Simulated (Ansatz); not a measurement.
Electronic density of states of amorphous Ga₂₄O₃₈Sn, density 5.03 g/cm³, on a 2×2×2 Γ-centred mesh with a Gaussian width of 0.1 eV; energies count from the Fermi level, whose place inside the gap is arbitrary. Cell and mesh are small, so fine structure isn't converged. These are PBE, scalar-relativistic without spin-orbit coupling (plane waves to 420 eV, PAW; Ansatz, a quantum-chemistry and plane-wave program) values and carry that method's errors. Sampling: a 2×2×2 Γ-centred mesh; Fermi-Dirac width 0.02 eV; no spin polarisation. At PBE the levels at the filled edge of the gap are localised (band-tail or defect states), and the nearest spread-out levels lie 1.9 eV apart at the zone centre.

The cell was made by melting and quenching with the CHGNet potential and then relaxed with DFT. O atoms were pushed apart under 1.9 Å during the dynamics, to hinder bonds among them. The hot cell started wider than the set density and was brought back towards it in steps. It is the lowest in DFT energy of 2 quenches. It is a model cell: composition and starting density were chosen by hand, and all elements were melted together. No dispersion term was used. Its density started from a set value of 5.06 and ended at 5.03 g/cm³. Cooling (nominally 220 K/ps over its main leg) ran many orders faster than in experiment, which tends to leave more defects and strain. One small periodic cell is one sample of the glass; other quenches scatter about these values. Volume and shape were free in the relaxation. Stress components on the final sampling reach 1.0 GPa. Cycles of charging lowered its energy after that relaxation.

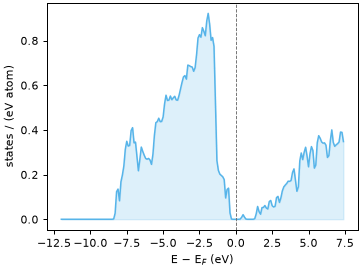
Density of states per atom

The level gap on this mesh is 1.03 eV; the broadening fills part of it in the curve.
